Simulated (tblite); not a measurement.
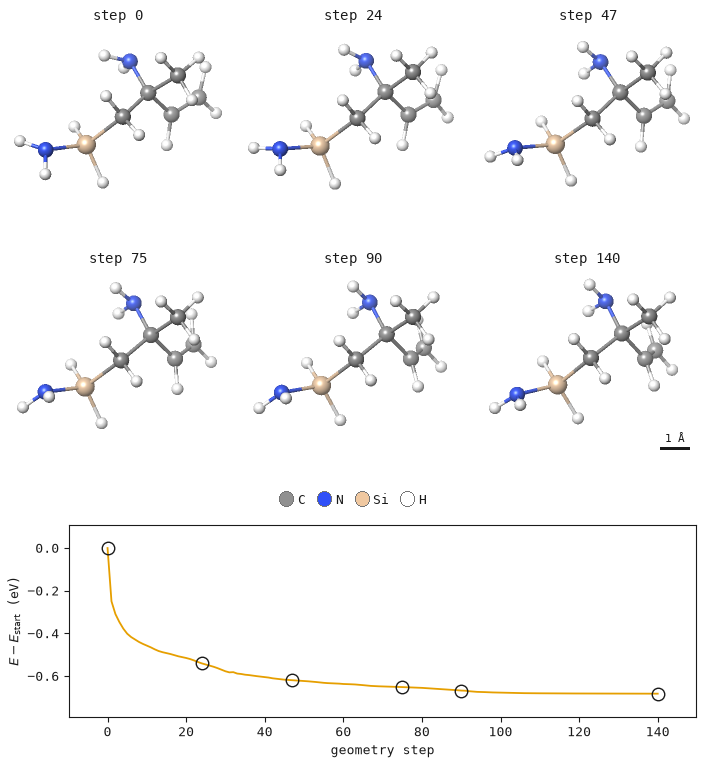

Frames of a relaxation of C$_{5}$H$_{14}$N$_{2}$Si, marked on the history of the run. A ball-and-stick model, seen from a free direction.

All numbers below come from GFN2-xTB geometry optimisation, gas phase (tblite 0.8.0). 

Describe the path.

Answer. Over 140 geometry steps the energy falls by 0.682 eV. The largest move after the best rigid fit is that of an H atom, 1.39 Å. By element the largest moves are H 1.39 Å, C 0.66 Å, N 0.36 Å, Si 0.25 Å. Near-neighbour distances that change, for instance: C–C 1.485 → 1.542 Å, N–Si 1.778 → 1.725 Å, H–N 1.056 → 1.013 Å, C–Si 1.862 → 1.900 Å. Among the angles between lasting bonds that change: C–C–H 121.9° → 114.0°, H–N–H 116.7° → 109.5°, C–C–C 115.1° → 109.2°. Groups turn about N–Si by about 50°, C–C by about 50°, C–N by about 35°. The run took 1.2 s on 1 thread of Arm Neoverse V1 (shared host). From step 0 to 24: an H atom moves most (0.31 Å), energy −0.541 eV. From step 24 to 47: an H atom moves most (0.38 Å), energy −0.079 eV. From step 47 to 75: an H atom moves most (0.39 Å), energy −0.032 eV. From step 75 to 90: an H atom moves most (0.45 Å), energy −0.016 eV. From step 90 to 140: an H atom moves most (0.25 Å), energy −0.015 eV.
